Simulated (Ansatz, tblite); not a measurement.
# The cluster In₂P: rung by rung, part 2 of 2

How do method and basis change the picture of the cluster In₂P (doublet)?

Ansatz 0.2.0, Gaussian basis; as each input shows. The steps go on from the part before.

### Step 17. PBE0-D4/def2-SVP

The input, in.yaml:

```yaml
crystal:
  periodic: [false, false, false]
  atoms:
    - {symbol: In, position_ang: [-1.808839, 1.257027, -0.431725]}
    - {symbol: In, position_ang: [1.152114, -1.812462, 0.652703]}
    - {symbol: P, position_ang: [0.656725, 0.555424, -0.220978]}
basis:
  gaussian: {orbitals: def2-SVP, initial_orbitals: start.molden}
magnetization: {spin_polarized: true, initial_magnetization: 1}
hamiltonian: {xc: pbe0, dispersion: d4}
scf: {omitted_lower_state_checks: [starts]}
output: {orbitals: {seedname: orbitals}}
```

Run with:

```
$ ansatz run in.yaml --threads 4 --pin off --events-out ev --progress --plain --max-ram 3916MiB
```

The log of the run (excerpt; [...] marks lines left out):

```text
Functional definition: PBE0
  name "PBE0"
  cite "Adamo & Barone, J. Chem. Phys. 110, 6158 (1999) doi:10.1063/1.478522"
  cite "Perdew, Burke & Ernzerhof, Phys. Rev. Lett. 77, 3865 (1996) doi:10.1103/PhysRevLett.77.3865"
  parent pbe
[...]
836 factors; integrals over basis functions are off by at most 4.9e-4 eV
[...]
mean field -19630.31841481 eV, -721.4008958365 hartree, gradient 2.8e-6 eV, S^2 0.755828; 0 other end points of the search recorded, 0 dependent functions left out
reference -19630.31844180 eV, -721.4008968285 hartree; 29, 28 occupied and 41, 42 virtual orbitals, 836 factors
Total energy: -19630.45538366 eV, -721.4059293489 hartree
Checks for a lower state left out: starts
```

Wall time 1.3 s (4 threads of Arm Neoverse V1, shared host).

HOMO -5.27 eV, LUMO -3.39 eV (over both spins); ⟨S²⟩ 0.756 (pure: 0.75).

### Step 18. PBE0-D4/def2-TZVPD

Changes to in.yaml since step 17:

```diff
@@ -7,3 +7,3 @@
 basis:
-  gaussian: {orbitals: def2-SVP, initial_orbitals: start.molden}
+  gaussian: {orbitals: def2-TZVPD, initial_orbitals: start.molden}
 magnetization: {spin_polarized: true, initial_magnetization: 1}
```

Launched as before.

The log of the run:

```text
Functional definition: PBE0
  name "PBE0"
  cite "Adamo & Barone, J. Chem. Phys. 110, 6158 (1999) doi:10.1063/1.478522"
  cite "Perdew, Burke & Ernzerhof, Phys. Rev. Lett. 77, 3865 (1996) doi:10.1103/PhysRevLett.77.3865"
  parent pbe
  parameter a = 0.25
  parameter kappa = 0.804
  parameter beta = 0.06672455060314922
  exchange = (1 - a)*pbe_x(kappa = kappa, mu = beta*pi^2/3) + a*exact_x
  correlation = pbe_c(beta = beta)
these checks for a lower state are left out or cut short: starts
1318 factors; their error is unknown
mean field evaluation 1: about -19633.6267 eV, gradient 1.9e0 eV
mean field evaluation 2: about -19633.6432 eV, gradient 2.9e-2 eV
mean field evaluation 4: about -19633.7672 eV, gradient 1.7e-4 eV
mean field evaluation 8: about -19633.7672 eV, gradient 1.5e-5 eV
mean field -19633.76718317 eV, -721.5276357360 hartree, gradient 6.9e-6 eV, S^2 0.756762; 0 other end points of the search recorded, 0 dependent functions left out
reference -19633.76721967 eV, -721.5276370774 hartree; 29, 28 occupied and 126, 127 virtual orbitals, 1318 factors
Total energy: -19633.90416152 eV, -721.5326695978 hartree
Checks for a lower state left out: starts
```

It took 7 s on 4 threads of Arm Neoverse V1, shared host; peak memory 0.75 GiB.

From the report: HOMO -5.30 eV, LUMO -3.38 eV (over both spins); ⟨S²⟩ 0.757 (pure: 0.75).

### Step 19. PBE-D4/def2-TZVPD

Changes to in.yaml since step 18:

```diff
@@ -9,3 +9,3 @@
 magnetization: {spin_polarized: true, initial_magnetization: 1}
-hamiltonian: {xc: pbe0, dispersion: d4}
+hamiltonian: {xc: pbe, dispersion: d4}
 scf: {omitted_lower_state_checks: [starts]}
```

Same command.

The log of the run:

```text
Functional definition: PBE
  name "PBE"
  cite "Perdew, Burke & Ernzerhof, Phys. Rev. Lett. 77, 3865 (1996) doi:10.1103/PhysRevLett.77.3865"
  parent pbe
  parameter kappa = 0.804
  parameter beta = 0.06672455060314922
  exchange = pbe_x(kappa = kappa, mu = beta*pi^2/3)
  correlation = pbe_c(beta = beta)
these checks for a lower state are left out or cut short: starts
1137 factors; their error is unknown
mean field evaluation 1: about -19633.2264 eV, gradient 6.4e0 eV
mean field evaluation 2: about -19633.3375 eV, gradient 1.5e-1 eV
mean field evaluation 4: about -19633.3274 eV, gradient 2.0e-3 eV
mean field evaluation 8: about -19633.3245 eV, gradient 5.7e-1 eV
mean field evaluation 16: about -19633.3275 eV, gradient 1.8e-2 eV
mean field -19633.32752739 eV, -721.5114786843 hartree, gradient 6.6e-6 eV, S^2 0.756325; 1 other end points of the search recorded, 0 dependent functions left out
reference -19633.32757473 eV, -721.5114804238 hartree; 29, 28 occupied and 126, 127 virtual orbitals, 1137 factors
Total energy: -19633.48577942 eV, -721.5172943389 hartree
Checks for a lower state left out: starts
```

It took 10 s on 4 threads of Arm Neoverse V1, shared host.

From the report: HOMO -4.54 eV, LUMO -4.33 eV (over both spins); ⟨S²⟩ 0.756 (pure: 0.75).

### Step 20. r2SCAN-D4/def2-TZVPD

Changes to in.yaml since step 19:

```diff
@@ -9,3 +9,3 @@
 magnetization: {spin_polarized: true, initial_magnetization: 1}
-hamiltonian: {xc: pbe, dispersion: d4}
+hamiltonian: {xc: r2scan, dispersion: d4}
 scf: {omitted_lower_state_checks: [starts]}
```

The command is unchanged.

The log of the run:

```text
Functional definition: r2SCAN
  name "r2SCAN"
  cite "Furness, Kaplan, Ning, Perdew & Sun, J. Phys. Chem. Lett. 11, 8208 (2020) doi:10.1021/acs.jpclett.0c02405"
  cite "Furness, Kaplan, Ning, Perdew & Sun, J. Phys. Chem. Lett. 11, 9248 (2020) doi:10.1021/acs.jpclett.0c03077"
  parent r2scan
  parameter k0 = 0.174
  parameter k1 = 0.065
  parameter a1 = 4.9479
  exchange = r2scan_x(k0 = k0, k1 = k1, a1 = a1)
  correlation = r2scan_c
these checks for a lower state are left out or cut short: starts
1137 factors; their error is unknown
mean field evaluation 1: about -19640.2882 eV, gradient 4.9e0 eV
mean field evaluation 2: about -19640.3462 eV, gradient 8.7e-2 eV
mean field evaluation 4: about -19640.3375 eV, gradient 3.7e-4 eV
mean field evaluation 8: about -19640.3375 eV, gradient 2.1e-5 eV
mean field -19640.33753719 eV, -721.7690917929 hartree, gradient 5.6e-6 eV, S^2 0.759676; 0 other end points of the search recorded, 0 dependent functions left out
reference -19640.33756767 eV, -721.7690929128 hartree; 29, 28 occupied and 126, 127 virtual orbitals, 1137 factors
Total energy: -19640.36548513 eV, -721.7701188605 hartree
Checks for a lower state left out: starts
```

It took 12 s on 4 threads of Arm Neoverse V1, shared host.

HOMO -4.73 eV, LUMO -4.04 eV (over both spins); ⟨S²⟩ 0.760 (pure: 0.75).

### Step 21. CCSD(T)/def2-TZVPP

The input, in.yaml:

```yaml
crystal:
  periodic: [false, false, false]
  atoms:
    - {symbol: In, position_ang: [-1.808839, 1.257027, -0.431725]}
    - {symbol: In, position_ang: [1.152114, -1.812462, 0.652703]}
    - {symbol: P, position_ang: [0.656725, 0.555424, -0.220978]}
basis:
  gaussian: {orbitals: def2-TZVPP, initial_orbitals: start.molden}
magnetization: {spin_polarized: true, initial_magnetization: 1}
correlation: {method: ccsd_t}
scf: {omitted_lower_state_checks: [starts, cluster_reference]}
output: {orbitals: {seedname: orbitals}}
```

The command is unchanged.

The log of the run (excerpt; [...] marks lines left out):

```text
Functional definition: HF
  name "HF"
  cite "Fock, Z. Phys. 61, 126 (1930) doi:10.1007/BF01340294"
  parent pbe
[...]
1236 factors; integrals over basis functions are off by at most 9.2e-4 eV
[...]
mean field -19570.64356271 eV, -719.2078854708 hartree, gradient 2.4e-6 eV, S^2 0.765879; 0 other end points of the search recorded, 0 dependent functions left out
13 core orbitals not correlated: weight in the atoms' cores, before any rotation towards them, 1.000 or more for the frozen orbitals, at most 0.000 for the correlated occupied ones
reference -19570.64356271 eV, -719.2078854708 hartree; 16, 15 occupied and 113, 114 virtual orbitals, 1236 factors
second order -17.84617121 eV of doubles, -0.00000000 eV of singles
cycle   1  -17.31760487 eV  change    5.3e-1 eV  update   1.3e-1
[...]
cycle  11  -17.90179347 eV  change   -2.1e-5 eV  update   2.7e-5
perturbative correction -0.70358434 eV, -0.0258562475 hartree
Total energy: -19589.24894051 eV, -719.8916204941 hartree
Checks for a lower state left out: starts, cluster_reference
```

It took 24 s on 4 threads of Arm Neoverse V1, shared host; peak memory 1.6 GiB.

Report: Hartree-Fock HOMO -6.90 eV, LUMO -0.31 eV (over both spins); ⟨S²⟩ 0.766 (pure: 0.75); T1 0.020.

### Step 22. MP2/def2-TZVP

The input, in.yaml:

```yaml
crystal:
  periodic: [false, false, false]
  atoms:
    - {symbol: In, position_ang: [-1.808839, 1.257027, -0.431725]}
    - {symbol: In, position_ang: [1.152114, -1.812462, 0.652703]}
    - {symbol: P, position_ang: [0.656725, 0.555424, -0.220978]}
basis:
  gaussian: {orbitals: def2-TZVP, initial_orbitals: start.molden}
magnetization: {spin_polarized: true, initial_magnetization: 1}
correlation: {method: mp2}
scf: {omitted_lower_state_checks: [starts]}
output: {orbitals: {seedname: orbitals}}
```

The command is unchanged.

The log of the run:

```text
Functional definition: HF
  name "HF"
  cite "Fock, Z. Phys. 61, 126 (1930) doi:10.1007/BF01340294"
  parent pbe
  exchange = exact_x
  correlation = 0
these checks for a lower state are left out or cut short: starts
1200 factors; integrals over basis functions are off by at most 9.6e-4 eV
mean field evaluation 1: about -19569.8956 eV, gradient 1.6e1 eV
mean field evaluation 2: about -19570.6004 eV, gradient 8.4e-1 eV
mean field evaluation 4: about -19570.6425 eV, gradient 3.0e-2 eV
mean field evaluation 8: about -19570.6426 eV, gradient 2.1e-6 eV
mean field -19570.64257391 eV, -719.2078491333 hartree, gradient 8.2e-6 eV, S^2 0.765939; 0 other end points of the search recorded, 0 dependent functions left out
13 core orbitals not correlated: weight in the atoms' cores, before any rotation towards them, 1.000 or more for the frozen orbitals, at most 0.000 for the correlated occupied ones
reference -19570.64257391 eV, -719.2078491333 hartree; 16, 15 occupied and 108, 109 virtual orbitals, 1200 factors
second order -17.79176335 eV of doubles, -0.00000000 eV of singles
Total energy: -19588.43433726 eV, -719.8616843768 hartree
Checks for a lower state left out: starts
```

Run time: 2.4 s. Hardware: 4 threads of Arm Neoverse V1, shared host.

Hartree-Fock HOMO -6.90 eV, LUMO -0.31 eV (over both spins); ⟨S²⟩ 0.766 (pure: 0.75).

### Step 23. RPA/def2-TZVP

Changes to in.yaml since step 22:

```diff
@@ -9,4 +9,4 @@
 magnetization: {spin_polarized: true, initial_magnetization: 1}
-correlation: {method: mp2}
+hamiltonian: {xc: pbe}
+correlation: {method: rpa}
 scf: {omitted_lower_state_checks: [starts]}
-output: {orbitals: {seedname: orbitals}}
```

Launched as before.

The log of the run (excerpt; [...] marks lines left out):

```text
Functional definition: PBE
  name "PBE"
  cite "Perdew, Burke & Ernzerhof, Phys. Rev. Lett. 77, 3865 (1996) doi:10.1103/PhysRevLett.77.3865"
  parent pbe
[...]
1200 factors; integrals over basis functions are off by at most 9.6e-4 eV
[...]
mean field -19633.30896211 eV, -721.5107964227 hartree, gradient 5.7e-9 eV, S^2 0.756379; 1 other end points of the search recorded, 0 dependent functions left out
13 core orbitals not correlated: weight in the atoms' cores, before any rotation towards them, 1.000 or more for the frozen orbitals, at most 0.000 for the correlated occupied ones
reference -19569.25846864 eV, -719.1569842026 hartree; 16, 15 occupied and 108, 109 virtual orbitals, 1200 factors
Total energy: -19595.28009380 eV, -720.1132612894 hartree
Checks for a lower state left out: starts
```

Run time: 9.5 s. Hardware: 4 threads of Arm Neoverse V1, shared host.

Report: ⟨S²⟩ 0.756 (pure: 0.75).

### Step 24. Comparison

| level | functions | HOMO (eV) | LUMO (eV) | gap (eV) | ⟨S²⟩ | time |
| --- | --- | --- | --- | --- | --- | --- |
| PBE-D4/def2-SVP | 70 | -4.51 | -4.33 | 0.18 | 0.755 | 2 s |
| PBE-D4/def2-TZVP | 137 | -4.52 | -4.32 | 0.21 | 0.756 | 7 s |
| PBE-D4/def2-TZVPD | 155 | -4.54 | -4.33 | 0.21 | 0.756 | 10 s |
| r2SCAN-D4/def2-TZVP | 137 | -4.72 | -4.04 | 0.69 | 0.760 | 11 s |
| r2SCAN-D4/def2-TZVPD | 155 | -4.73 | -4.04 | 0.69 | 0.760 | 12 s |
| B97M-V/def2-TZVP | 137 | -4.55 | -4.20 | 0.35 | 0.758 | 67 s |
| PBE0-D4/def2-SVP | 70 | -5.27 | -3.39 | 1.88 | 0.756 | 1.3 s |
| PBE0-D4/def2-TZVP | 137 | -5.28 | -3.37 | 1.91 | 0.757 | 6 s |
| PBE0-D4/def2-TZVPD | 155 | -5.30 | -3.38 | 1.92 | 0.757 | 7 s |
| HSE06-D4/def2-TZVP | 137 | -4.91 | -3.75 | 1.16 | 0.757 | 6 s |
| BHLYP-D4/def2-TZVP | 137 | -5.93 | -2.50 | 3.42 | 0.756 | 6.5 s |
| ωB97X-V/def2-TZVP | 137 | -7.14 | -1.47 | 5.66 | 0.754 | 17 s |
| PBE+5HF/def2-TZVP | 137 | -4.67 | -4.12 | 0.55 | 0.756 | 5.5 s |
| PBE+10HF/def2-TZVP | 137 | -4.82 | -3.93 | 0.89 | 0.756 | 5.5 s |
| PBE+15HF/def2-TZVP | 137 | -4.97 | -3.74 | 1.23 | 0.756 | 5.5 s |
| PBE+35HF/def2-TZVP | 137 | -5.60 | -3.01 | 2.59 | 0.757 | 6 s |
| PBE+50HF/def2-TZVP | 137 | -6.09 | -2.50 | 3.58 | 0.758 | 6.5 s |

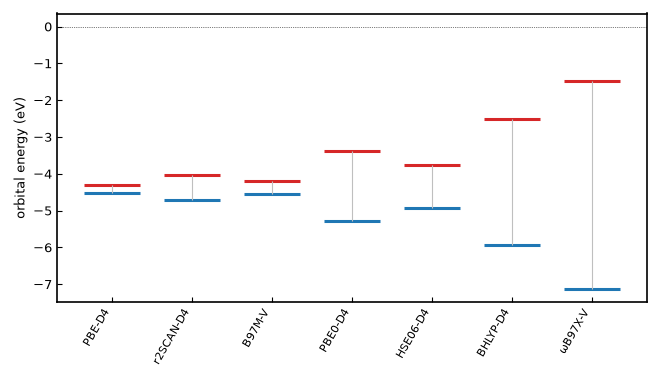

Highest filled (blue) and lowest empty (red) level in def2-TZVP, over both spins.

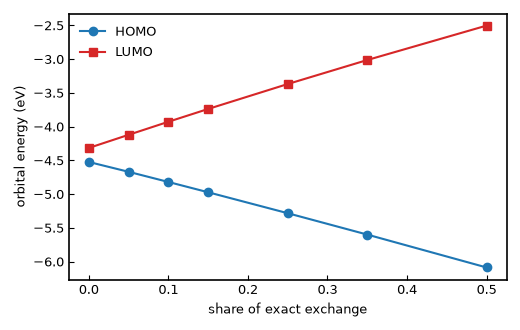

Frontier levels against the share of exact exchange, in def2-TZVP.

The pieces so far (eV):

| basis | HF | MP2 correlation | CCSD correlation | (T) | total |
| --- | --- | --- | --- | --- | --- |
| def2-TZVPP | -19570.6436 | -17.8462 | -17.9018 | -0.7036 | -19589.2489 |
| def2-TZVP | -19570.6426 | -17.7918 |  |  | -19588.4343 (MP2) |

### Step 25. Binding energy

Free atoms were run apart at each level; binding is atoms less cluster, divided by the number of atoms, without zero-point or spin-orbit terms.

Differences are taken before rounding.

| method | binding an atom (eV) | from CCSD(T)/def2-TZVPP (eV) | time |
| --- | --- | --- | --- |
| HF/def2-TZVP | 0.707 | -0.674 |  |
| HF/def2-TZVPP | 0.707 | -0.674 |  |
| PBE-D4/def2-SVP | 1.597 | +0.216 | 2 s |
| PBE-D4/def2-TZVP | 1.623 | +0.242 | 7 s |
| PBE-D4/def2-TZVPD | 1.626 | +0.245 | 10 s |
| r2SCAN-D4/def2-TZVP | 1.530 | +0.149 | 11 s |
| r2SCAN-D4/def2-TZVPD | 1.532 | +0.152 | 12 s |
| B97M-V/def2-TZVP | 1.612 | +0.232 | 67 s |
| PBE0-D4/def2-SVP | 1.500 | +0.119 | 1.3 s |
| PBE0-D4/def2-TZVP | 1.534 | +0.153 | 6 s |
| PBE0-D4/def2-TZVPD | 1.537 | +0.156 | 7 s |
| HSE06-D4/def2-TZVP | 1.539 | +0.159 | 6 s |
| BHLYP-D4/def2-TZVP | 1.461 | +0.080 | 6.5 s |
| ωB97X-V/def2-TZVP | 1.522 | +0.142 | 17 s |
| B2PLYP/def2-TZVP | 1.444 | +0.063 | 5.5 s |
| RPA/def2-TZVP | 1.318 | -0.063 | 9.5 s |
| MP2/def2-TZVP | 1.392 | +0.012 | 2.4 s |
| CCSD/def2-TZVPP | 1.294 | -0.086 |  |
| CCSD(T)/def2-TZVPP | 1.381 | 0 | 24 s |

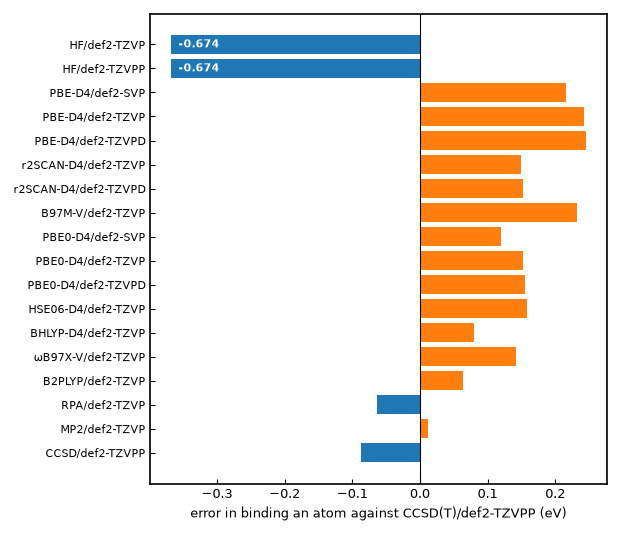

Error of each method against CCSD(T)/def2-TZVPP. Bars with a number in them are cut short.

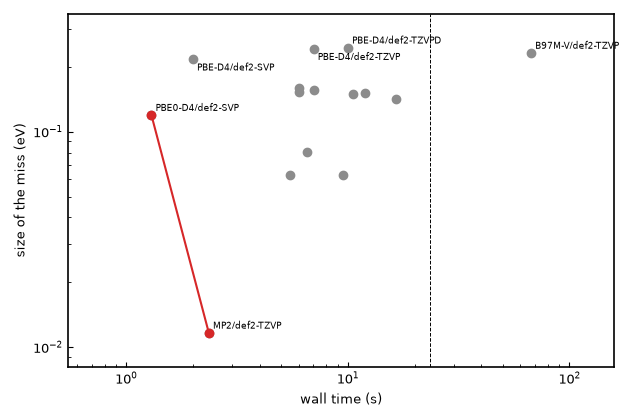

Accuracy for the time spent; red marks the levels that beat every quicker one drawn (of those quicker than the yardstick), and the dashed line is the time of CCSD(T)/def2-TZVPP. Only those levels and the largest misses are named. Times are from a shared host.

### Step 26. Summary of results

This closing draws on all 2 parts.

| quantity | value |
| --- | --- |
| gap in def2-TZVP, named functionals, smallest and largest | 0.21 eV (PBE-D4), 5.66 eV (ωB97X-V) |
| gap over the share of exact exchange | 0.21 eV at 0, 3.58 eV at 0.5 |
| correlation energy, CCSD(T)/def2-TZVPP | -18.61 eV |
| correlation energy, MP2/def2-TZVP | -17.79 eV |
| binding an atom, CCSD(T)/def2-TZVPP | 1.381 eV |
| ⟨S²⟩ in def2-TZVP, named functionals, smallest and largest | 0.754, 0.760 |
| PBE0 total energy, smallest basis above largest | 3.45 eV (def2-SVP, def2-TZVPD) |

What this shows: Over the named functionals in def2-TZVP the gap runs from 0.21 eV (PBE-D4) to 5.66 eV (ωB97X-V); exact exchange widens it. Raising the share of exact exchange from 0 to 0.5 moves the HOMO by -1.56 eV and the LUMO by +1.81 eV. The functionals in def2-TZVP miss CCSD(T)/def2-TZVPP by +0.063 (B2PLYP) to +0.242 eV (PBE-D4) an atom. CCSD(T)/def2-TZVPP isn't at the basis-set limit; small misses against it rank nothing. Over the named functionals in def2-TZVP spin contamination reaches 0.01 (r2SCAN-D4), which is small.

MP2/def2-TZVP reaches 0.012 eV from the reference in 2.4 s, where CCSD(T)/def2-TZVPP took 24 s; the quickest level in the cost chart, PBE0-D4/def2-SVP, takes 1.3 s and misses by 0.119 eV. The slowest run with a step of its own, B97M-V/def2-TZVP, took 67 s; the quickest functional in def2-TZVP took 5.5 s (shared host).
